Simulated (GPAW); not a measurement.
# The basis that the transmission of a carbon nanotube (4, 4); one C replaced by Si needs

How well does a carbon nanotube (4, 4); one C replaced by Si conduct at low bias, and how far do basis and functional move the answer?

Program: GPAW 26.7.0. Level of theory: GPAW LCAO, PAW setups; Landauer transmission from Green's functions with principal layers (ASE), zero bias. Results are calculated unless marked as measured.

## (1) The structure

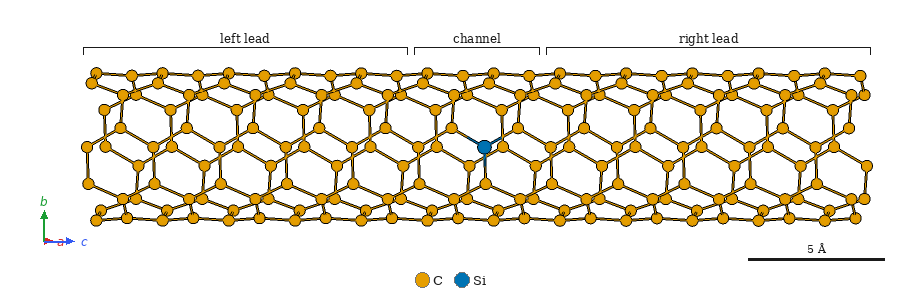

Start, viewed from the side, with the c axis across the page; carbon orange, silicon blue.

The cell holds 192 atoms: 191 C and 1 Si. Cell: a = 13.424 Å, b = 13.424 Å, c = 29.514 Å, α = 90.0°, β = 90.0°, γ = 90.0°. Regions: left lead, 80 atoms (80 C); channel, 32 atoms (31 C and 1 Si); right lead, 80 atoms (80 C). Vacuum lies along a and b. The structure is stacked along c, and the current runs across the ab planes.

## (2) Single-zeta polarised basis

One radial function a shell plus polarisation makes the matrices smaller; the question is what that costs.

Contents of run.py:

```python
import json
import numpy as np
from ase import Atoms
from ase.transport.calculators import TransportCalculator
from gpaw import GPAW, FermiDirac
from gpaw.lcao.tools import get_lcao_hamiltonian
from scipy.linalg import eigh

# The junction with lead layers at both ends, along the third cell vector
device = Atoms(
    ['C', 'C', 'C', 'C', 'C', 'C', 'C', 'C', 'C', 'C', 'C', 'C', 'C', 'C', 'C', 'C', 'C', 'C', 'C', 'C', 'C', 'C', 'C', 'C', 'C', 'C', 'C', 'C', 'C', 'C', 'C', 'C', 'C', 'C', 'C', 'C', 'C', 'C', 'C', 'C', 'C', 'C', 'C', 'C', 'C', 'C', 'C', 'C', 'C', 'C', 'C', 'C', 'C', 'C', 'C', 'C', 'C', 'C', 'C', 'C', 'C', 'C', 'C', 'C', 'C', 'C', 'C', 'C', 'C', 'C', 'C', 'C', 'C', 'C', 'C', 'C', 'C', 'C', 'C', 'C', 'C', 'C', 'C', 'C', 'C', 'C', 'C', 'C', 'C', 'C', 'C', 'C', 'C', 'C', 'C', 'C', 'Si', 'C', 'C', 'C', 'C', 'C', 'C', 'C', 'C', 'C', 'C', 'C', 'C', 'C', 'C', 'C', 'C', 'C', 'C', 'C', 'C', 'C', 'C', 'C', 'C', 'C', 'C', 'C', 'C', 'C', 'C', 'C', 'C', 'C', 'C', 'C', 'C', 'C', 'C', 'C', 'C', 'C', 'C', 'C', 'C', 'C', 'C', 'C', 'C', 'C', 'C', 'C', 'C', 'C', 'C', 'C', 'C', 'C', 'C', 'C', 'C', 'C', 'C', 'C', 'C', 'C', 'C', 'C', 'C', 'C', 'C', 'C', 'C', 'C', 'C', 'C', 'C', 'C', 'C', 'C', 'C', 'C', 'C', 'C', 'C', 'C', 'C', 'C', 'C', 'C', 'C', 'C', 'C', 'C', 'C', 'C'],
    positions=[
        [4.00000, 6.71200, 0.61488],
        [4.36334, 5.35600, 0.61488],
        [5.35600, 9.06066, 0.61488],
        [6.71200, 9.42400, 0.61488],
        [6.71200, 4.00000, 0.61488],
        [8.06800, 4.36334, 0.61488],
        [9.06066, 8.06800, 0.61488],
        [9.42400, 6.71200, 0.61488],
        [4.09241, 7.41392, 1.84463],
        [4.79433, 8.62967, 1.84463],
        [4.79433, 4.79433, 1.84463],
        [6.01008, 4.09241, 1.84463],
        [7.41392, 9.33159, 1.84463],
        [8.62967, 8.62967, 1.84463],
        [8.62967, 4.79433, 1.84463],
        [9.33159, 6.01008, 1.84463],
        [4.00000, 6.71200, 3.07439],
        [4.36334, 5.35600, 3.07439],
        [5.35600, 9.06066, 3.07439],
        [6.71200, 9.42400, 3.07439],
        [6.71200, 4.00000, 3.07439],
        [8.06800, 4.36334, 3.07439],
        [9.06066, 8.06800, 3.07439],
        [9.42400, 6.71200, 3.07439],
        [4.09241, 7.41392, 4.30415],
        [4.79433, 8.62967, 4.30415],
        [4.79433, 4.79433, 4.30415],
        [6.01008, 4.09241, 4.30415],
        [7.41392, 9.33159, 4.30415],
        [8.62967, 8.62967, 4.30415],
[... 156 atom lines left out ...]
        [4.79433, 4.79433, 28.89927],
        [6.01008, 4.09241, 28.89927],
        [7.41392, 9.33159, 28.89927],
        [8.62967, 8.62967, 28.89927],
        [8.62967, 4.79433, 28.89927],
        [9.33159, 6.01008, 28.89927]],
    cell=[[13.424, 0.0, 0.0], [0.0, 13.424, 0.0], [0.0, 0.0, 29.51415]],
    pbc=True)

# One principal layer of the lead: the first 48 atoms of the device
lead = Atoms(
    ['C', 'C', 'C', 'C', 'C', 'C', 'C', 'C', 'C', 'C', 'C', 'C', 'C', 'C', 'C', 'C', 'C', 'C', 'C', 'C', 'C', 'C', 'C', 'C', 'C', 'C', 'C', 'C', 'C', 'C', 'C', 'C', 'C', 'C', 'C', 'C', 'C', 'C', 'C', 'C', 'C', 'C', 'C', 'C', 'C', 'C', 'C', 'C'],
    positions=[
        [4.00000, 6.71200, 0.61488],
        [4.36334, 5.35600, 0.61488],
        [5.35600, 9.06066, 0.61488],
        [6.71200, 9.42400, 0.61488],
        [6.71200, 4.00000, 0.61488],
        [8.06800, 4.36334, 0.61488],
        [9.06066, 8.06800, 0.61488],
        [9.42400, 6.71200, 0.61488],
        [4.09241, 7.41392, 1.84463],
        [4.79433, 8.62967, 1.84463],
        [4.79433, 4.79433, 1.84463],
        [6.01008, 4.09241, 1.84463],
        [7.41392, 9.33159, 1.84463],
        [8.62967, 8.62967, 1.84463],
        [8.62967, 4.79433, 1.84463],
        [9.33159, 6.01008, 1.84463],
        [4.00000, 6.71200, 3.07439],
        [4.36334, 5.35600, 3.07439],
        [5.35600, 9.06066, 3.07439],
        [6.71200, 9.42400, 3.07439],
        [6.71200, 4.00000, 3.07439],
        [8.06800, 4.36334, 3.07439],
        [9.06066, 8.06800, 3.07439],
        [9.42400, 6.71200, 3.07439],
        [4.09241, 7.41392, 4.30415],
        [4.79433, 8.62967, 4.30415],
        [4.79433, 4.79433, 4.30415],
        [6.01008, 4.09241, 4.30415],
        [7.41392, 9.33159, 4.30415],
        [8.62967, 8.62967, 4.30415],
        [8.62967, 4.79433, 4.30415],
        [9.33159, 6.01008, 4.30415],
        [4.00000, 6.71200, 5.53390],
        [4.36334, 5.35600, 5.53390],
        [5.35600, 9.06066, 5.53390],
        [6.71200, 9.42400, 5.53390],
        [6.71200, 4.00000, 5.53390],
        [8.06800, 4.36334, 5.53390],
        [9.06066, 8.06800, 5.53390],
        [9.42400, 6.71200, 5.53390],
        [4.09241, 7.41392, 6.76366],
        [4.79433, 8.62967, 6.76366],
        [4.79433, 4.79433, 6.76366],
        [6.01008, 4.09241, 6.76366],
        [7.41392, 9.33159, 6.76366],
        [8.62967, 8.62967, 6.76366],
        [8.62967, 4.79433, 6.76366],
        [9.33159, 6.01008, 6.76366]],
    cell=[[13.424, 0.0, 0.0], [0.0, 13.424, 0.0], [0.0, 0.0, 7.37854]],
    pbc=True)

settings = dict(mode='lcao', basis='szp(dzp)', xc='PBE', h=0.2,
                occupations=FermiDirac(0.1), maxiter=250,
                mixer=dict(beta=0.1, nmaxold=8, weight=100.0),
                convergence=dict(density=0.0001))
energies = np.arange(-2, 2 + 1e-9, 0.05)
eta = 0.0001
n1, n2 = 1, 1
# k and -k transmit alike, so half of the mesh across the current serves
mesh = [(i, j) for i in range(n1) for j in range(n2) if (i, j) <= (-i % n1, -j % n2)]
weights = np.array([1 if (i, j) == (-i % n1, -j % n2) else 2 for i, j in mesh]) / (n1 * n2)

# [... helper functions left out ...]
fermi_lead = ground_state(lead, (1, 1, 15), 'lead.txt')
fermi_device = ground_state(device, (1, 1, 3), 'device.txt')
# [... loop over the mesh left out, but for ...]
        # Shift the lead onto the potential of the device's first layer
        shift = ((H[:, 0, 0] - H0[:, 0, 0]) / S0[0, 0]).real.mean()
# [...]
kT = 8.617333e-5 * 200
bias = [0.1, 0.2, 0.5, 1.0, 1.5, 2.0]
# [... integrals and printing left out ...]
```

The run is started by

```console
> OMP_NUM_THREADS=1 OPENBLAS_NUM_THREADS=1 python run.py
```

The program printed:

```text
basis functions: device 1728, principal layer 432
Fermi level: lead -2.5655 eV, device -2.5241 eV; lead shifted by 0.0009 eV
largest coupling past the next layer 4.91e-15 eV, largest misfit of the first layer 0.013 eV
  E-E_F (eV)   T (one spin)  [channel counts left out]
    -2.000    4.6704e+00
    -1.950    4.6479e+00
    -1.900    4.6082e+00
    -1.850    4.5287e+00
    -1.800    4.3093e+00
    -1.750    9.9815e-01
    -1.700    9.9675e-01
    -1.650    1.0758e+00
    -1.600    1.3630e+00
    -1.550    1.5755e+00
    -1.500    1.6995e+00
    -1.450    1.7718e+00
    -1.400    1.8162e+00
    -1.350    1.8453e+00
    -1.300    1.8656e+00
    -1.250    1.8806e+00
[...]
1.650    6.0951e+00
     1.700    6.1724e+00
     1.750    6.2264e+00
     1.800    6.2654e+00
     1.850    6.2941e+00
     1.900    6.3174e+00
     1.950    6.3345e+00
     2.000    6.3479e+00
conductance at 200 K: 1.9559 G0 a cell; thermopower -0.02038 uV/K
current from the zero-bias T(E) at 0.1 V: 15.154 uA
current from the zero-bias T(E) at 0.2 V: 30.308 uA
current from the zero-bias T(E) at 0.5 V: 75.743 uA
current from the zero-bias T(E) at 1.0 V: 151.32 uA
current from the zero-bias T(E) at 1.5 V: 226.65 uA
current from the zero-bias T(E) at 2.0 V: 305.87 uA
```

Run time: 44 min. Hardware: 1 thread of Intel Xeon Platinum 8259CL at 2.50GHz (Skylake/Cascade Lake), shared host; peak memory 3.5 GiB.

This step gave:

* conductance: 1.956 G₀
* largest coupling past the next principal layer: 4.91e-15 eV
* largest misfit of the first principal layer: 0.01264 eV
* shift that aligns the lead: 8.56e-4 eV
* basis functions of the junction: 1728
* basis functions of a principal layer: 432
* transmission at the Fermi level (one spin): 1.956

One spin. The transmission, zone mean by energy, zero at the Fermi level:

```tsv
energy (eV)	transmission, zone mean
-2.0000	4.67
-1.7500	0.998
-1.5000	1.70
-1.2500	1.88
-1.0000	1.92
-0.7500	1.93
-0.5000	1.94
-0.2500	1.95
0.0000	1.96
0.2500	1.96
0.5000	1.95
0.7500	1.95
1.0000	3.41
1.2500	6.86
1.3500	6.94
1.5000	6.69
1.7500	6.23
2.0000	6.35
```

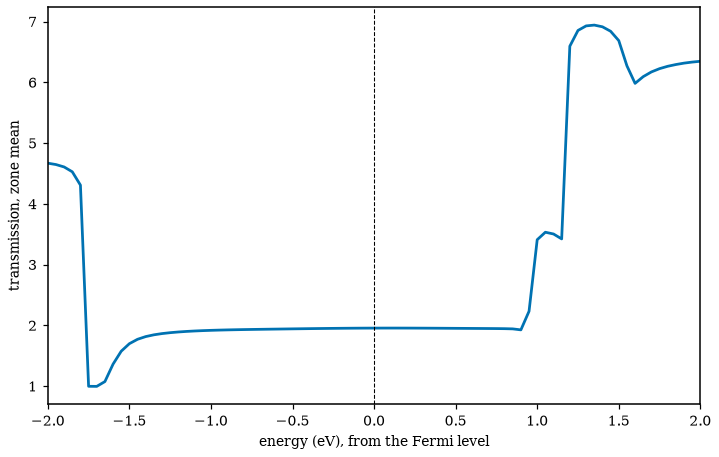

Transmission, zone mean, plotted against energy.

Not self-consistent under bias; the bias window is split evenly. Current through one cell, from the zero-bias transmission against bias:

```tsv
bias (V)	current through one cell, from the zero-bias transmission (μA)
0.100	15.2
0.200	30.3
0.500	75.7
1.000	151
1.500	227
2.000	306
```

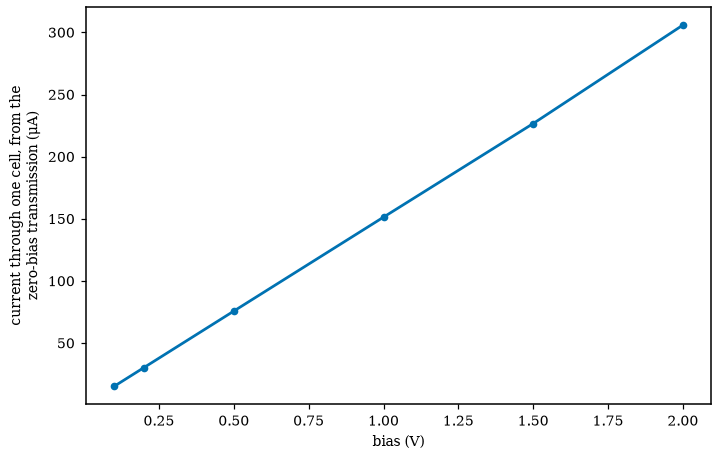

Current through one cell, from the zero-bias transmission against bias.

The transmission of the three most open eigenchannels by energy, zero at the Fermi level:

```tsv
energy (eV)	channel 1	channel 2	channel 3
-2.000	0.999	0.998	0.986
-1.500	0.996	0.703	3.0e-11
-1.000	0.997	0.922	0
-0.500	0.997	0.946	0
0.000	0.997	0.959	0
0.500	0.994	0.958	0
1.000	0.998	0.937	0.902
1.500	0.999	0.998	0.998
2.000	0.999	0.999	0.998
```

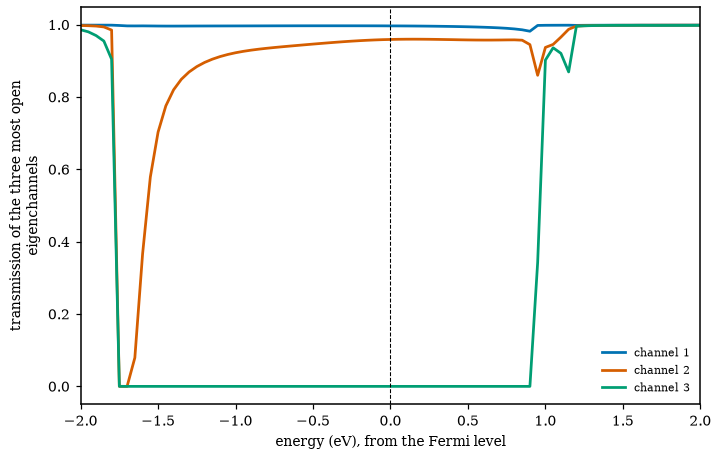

Transmission of the three most open eigenchannels, plotted against energy.

Couplings past the next layer reach 4.9e-15 eV, small enough to drop; the matrix elements of the cell's first layer differ from the bulk lead's by up to 0.013 eV. That layer keeps its own values in the calculation, and only beyond it is the lead taken as perfect.

## (3) GPAW, sz, basis sz(dzp)

One function for each valence shell of the setup, as for a first survey of a large system.

run.py, as its differences from that of step 2:

```diff
@@ -107,3 +107,3 @@
 
-settings = dict(mode='lcao', basis='szp(dzp)', xc='PBE', h=0.2,
+settings = dict(mode='lcao', basis='sz(dzp)', xc='PBE', h=0.2,
                 occupations=FermiDirac(0.1), maxiter=250,
```

The program printed:

```text
basis functions: device 768, principal layer 192
Fermi level: lead -3.4172 eV, device -3.3736 eV; lead shifted by -0.0000 eV
largest coupling past the next layer 3.45e-15 eV, largest misfit of the first layer 0.013 eV
  E-E_F (eV)   T (one spin)  [channel counts left out]
    -2.000    4.7732e+00
    -1.950    4.7373e+00
    -1.900    4.6708e+00
    -1.850    4.5098e+00
    -1.800    3.2819e+00
    -1.750    1.0944e+00
    -1.700    1.6599e+00
    -1.650    1.8308e+00
    -1.600    1.8864e+00
    -1.550    1.9116e+00
    -1.500    1.9257e+00
    -1.450    1.9346e+00
    -1.400    1.9409e+00
    -1.350    1.9456e+00
    -1.300    1.9492e+00
    -1.250    1.9521e+00
[...]
1.650    6.9044e+00
     1.700    6.2299e+00
     1.750    6.1635e+00
     1.800    6.2949e+00
     1.850    6.3693e+00
     1.900    6.4177e+00
     1.950    6.4519e+00
     2.000    6.4771e+00
conductance at 200 K: 1.972 G0 a cell; thermopower -0.002145 uV/K
current from the zero-bias T(E) at 0.1 V: 15.278 uA
current from the zero-bias T(E) at 0.2 V: 30.555 uA
current from the zero-bias T(E) at 0.5 V: 76.372 uA
current from the zero-bias T(E) at 1.0 V: 152.64 uA
current from the zero-bias T(E) at 1.5 V: 228.8 uA
current from the zero-bias T(E) at 2.0 V: 304.86 uA
```

The job ended after 8.4 min (1 thread; peak memory 2.3 GiB).

This step gave:

```
conductance                                    : 1.972 G₀
largest coupling past the next principal layer : 3.45e-15 eV
largest misfit of the first principal layer    : 0.01288 eV
shift that aligns the lead                     : -2.39e-5 eV
basis functions of the junction                : 768
basis functions of a principal layer           : 192
transmission at the Fermi level (one spin)     : 1.972
```

One spin. Transmission, zone mean against energy, zero at the Fermi level:

```tsv
energy (eV)	transmission, zone mean
-2.0000	4.77
-1.7500	1.09
-1.5000	1.93
-1.2500	1.95
-1.0000	1.96
-0.7500	1.96
-0.5000	1.97
-0.2500	1.97
0.0000	1.97
0.2500	1.97
0.5000	1.97
0.7500	1.97
1.0000	1.96
1.2500	1.96
1.5000	7.08
1.5500	7.10
1.7500	6.16
2.0000	6.48
```

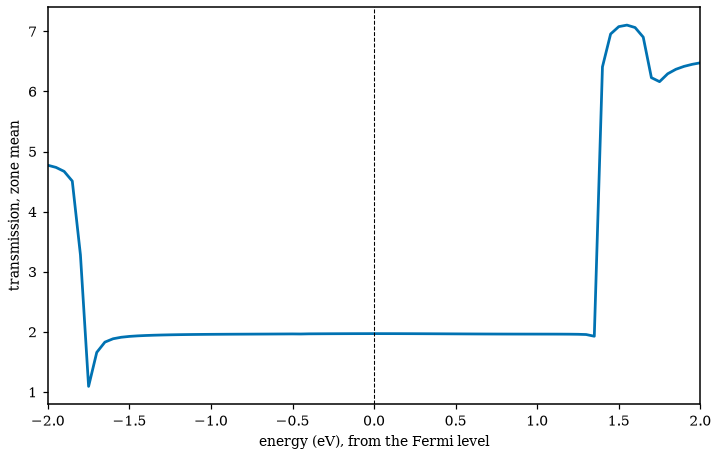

Transmission, zone mean against energy.

Not self-consistent under bias; the bias window is split evenly. The current through one cell, from the zero-bias transmission by bias:

```tsv
bias (V)	current through one cell, from the zero-bias transmission (μA)
0.100	15.3
0.200	30.6
0.500	76.4
1.000	153
1.500	229
2.000	305
```

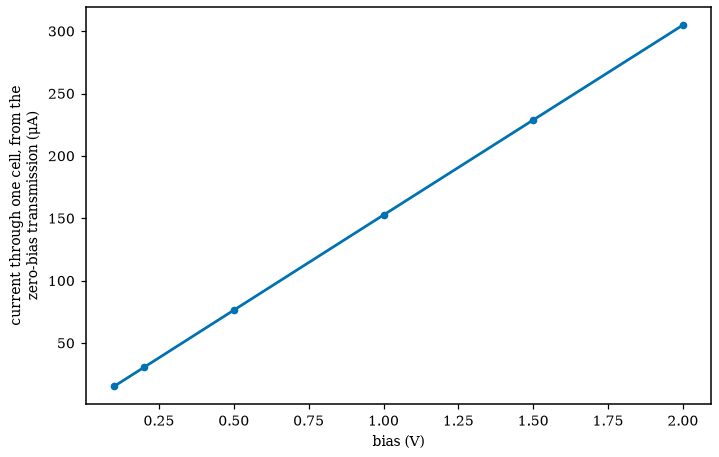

Current through one cell, from the zero-bias transmission against bias.

Table of transmission of the three most open eigenchannels by energy, zero at the Fermi level:

```tsv
energy (eV)	channel 1	channel 2	channel 3
-2.0000	0.999	0.997	0.982
-1.7500	0.995	0.0997	5.2e-7
-1.5000	0.993	0.933	6.0e-12
-1.2500	0.995	0.958	0
-1.0000	0.996	0.965	0
-0.7500	0.996	0.967	0
-0.5000	0.997	0.970	0
-0.2500	0.997	0.973	0
0.0000	0.997	0.975	0
0.2500	0.997	0.974	0
0.5000	0.996	0.971	0
0.7500	0.995	0.970	0
1.0000	0.993	0.971	2.3e-12
1.2500	0.983	0.978	1.1e-9
1.5000	0.999	0.996	0.995
1.7500	0.999	0.998	0.998
2.0000	0.999	0.999	0.998
```

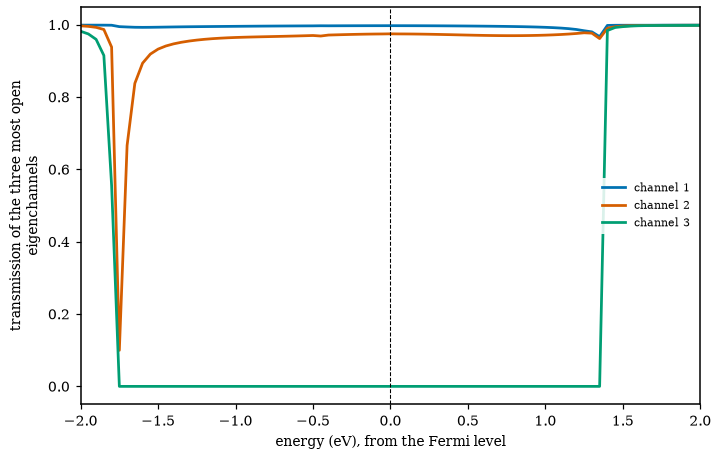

Transmission of the three most open eigenchannels against energy.

The transmission at the Fermi level comes to 1.97. The current reaches 305 μA at 2 V, close to what the ratio of current to bias at 0.1 V would give.

[end of part 1 of 2]

[Logs are printed without paths, hosts, clocks, repeated set-up lines and the standing remarks that a program may print on its own settings, such as how far it seeks lower states.]

[Hosts, paths, dates, database ids (printed as entryN), source tags and the programs' standing remarks are cut or masked in the printed files.]
